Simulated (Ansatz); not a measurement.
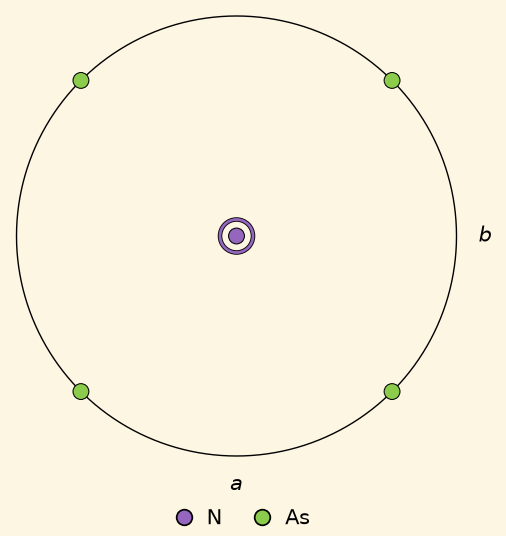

For Ga₂AsN, the geometry relaxed with Ansatz 0.2.0, DFT, PBE, plane waves, PAW; the starting structure was generated, so it need not be a known form of this composition: directions from one gallium atom at (0, 0, 1/2) to its bonded neighbours, in stereographic projection down c (filled: above the plane of the page or in it, open: below). Symmetry computed with spglib at a tolerance of 0.002 Å; standard conventional cell.

Neighbours are counted up to 2.84 Å for N, 2.94 Å for As.

```
CELL_PARAMETERS angstrom
3.50154 0.00000 0.00000
0.00000 3.50154 0.00000
0.00000 0.00000 4.93601
ATOMIC_POSITIONS crystal
N 0.00000 0.00000 0.00000
Ga 0.00000 0.00000 0.50000
As 0.50000 0.50000 0.50000
Ga 0.50000 0.50000 0.00000
```

How many neighbours are there, and at what angles?

6: 2 N at 2.47 Å, 4 As at 2.48 Å. Angles between bonds: 90° (12×), 180° (3×).

What is the site's symmetry in the crystal?

Point group 4/mmm (D4h), order 16: one fourfold axis, four twofold axes, five mirror planes, an inversion centre. In P4/mmm, No. 123 this is Wyckoff position 1b.
